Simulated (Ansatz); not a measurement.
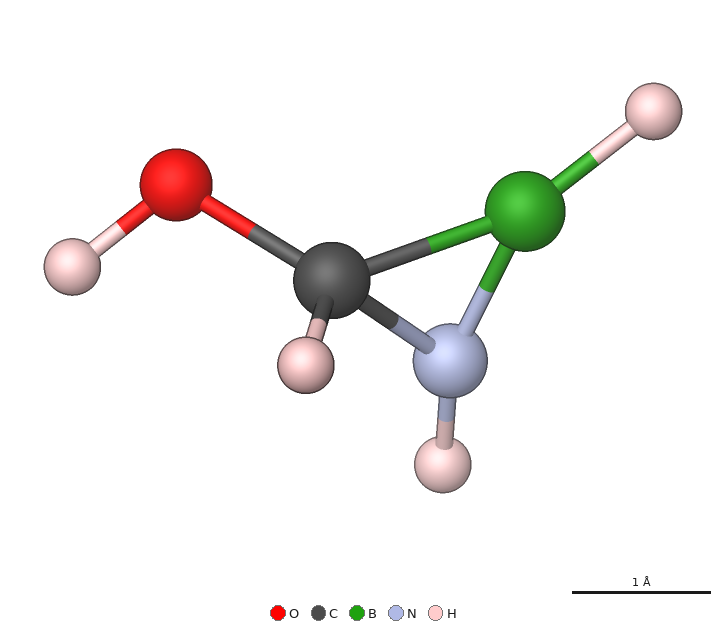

The picture shows a molecular structure as a ball-and-stick model. Every bond is drawn as one stick, whatever its order.

The computed structure is the end point of a PBE0-D4/def2-TZVP optimisation.

Give the formula.

Answer. CH₄BNO, 8 atoms: 1 carbon, 4 hydrogen, 1 boron, 1 nitrogen and 1 oxygen.

Count the bonded pairs by element.

Answer. 1 C–O, 1 C–B, 1 B–N, 1 C–N, 1 O–H, 1 C–H, 1 B–H, 1 N–H.

Does it have rings?

Answer. Independent rings (smallest set): 1 of 3 members.

The parts below concern this one geometry. Atoms keep their numbers from picture to picture.

Symmetry

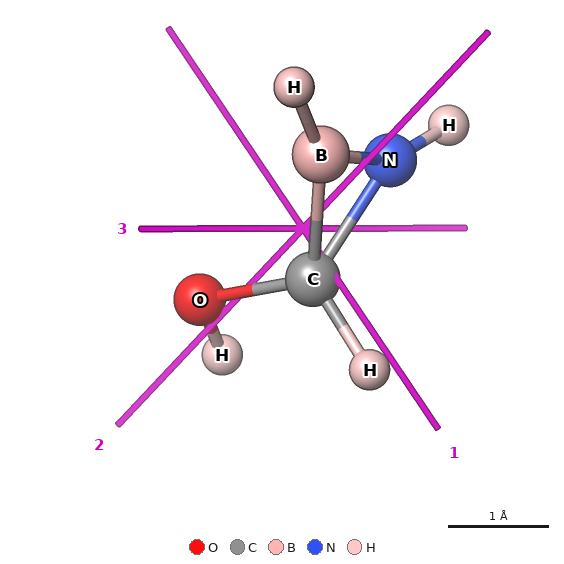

The three principal axes of inertia are drawn and numbered. Atoms fade into the background with distance from the viewer. Masses are those of the most abundant isotopes; constants are for the rigid equilibrium geometry.

Which line is the a axis (least moment of inertia), which b and which c?

Answer. a is line 2, b is line 3, c is line 1; the moments are 23.6, 71.6, 81.7 u Å².

Classify the rotor and give the rotational constants (MHz).

Answer. An asymmetric top (C1): A = 21387, B = 7059, C = 6188 MHz. Ray's parameter κ is −0.89, close to the prolate limit.

Dipole moment

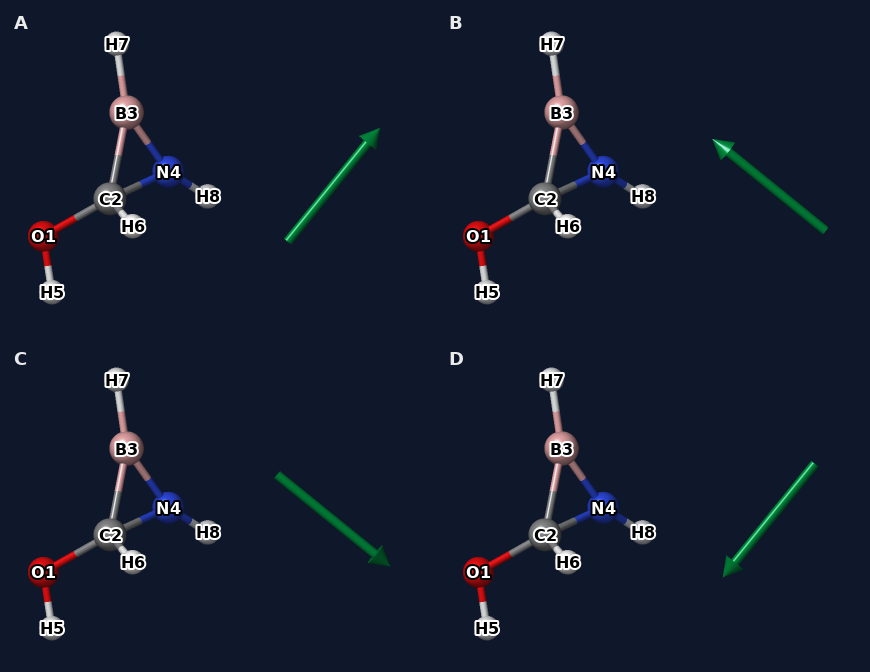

The same molecule four times, each with an arrow. Properties computed with RKS r2SCAN-D4/def2-TZVPP (Ansatz 0.2.0).

Which arrow points along the dipole moment, from the negative to the positive end?

Answer. C. The dipole moment is 2.47 D; it points from the side of H7 to the side of H8 (the outermost atoms at the two ends).

Electronic properties

Properties computed with RKS r2SCANh-D4/def2-TZVPP (Ansatz 0.2.0).

Estimate the HOMO–LUMO gap.

Answer. 6.72 eV.

Give the dispersion correction at this level.

Answer. −2.6 kJ/mol.

Give the HOMO energy (Kohn–Sham orbital) at this level.

Answer. −6.86 eV.

Vibrations

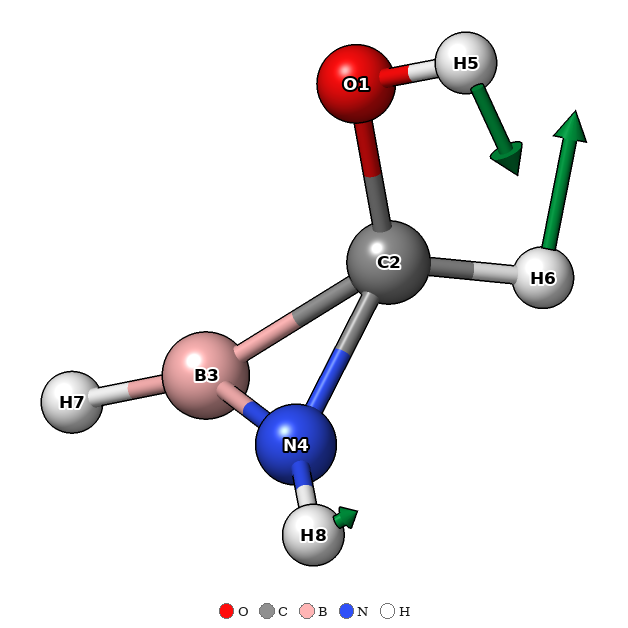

The arrows show one normal mode. Harmonic vibrations computed with RKS PBE0-D4/def2-TZVP (Ansatz 0.2.0) at a stationary point of the same level.

Describe the motion.

Answer. Mostly angle bending.

Estimate its harmonic wavenumber.

Answer. 1309 cm⁻¹; it is mode 12 of 18 counted from the lowest.
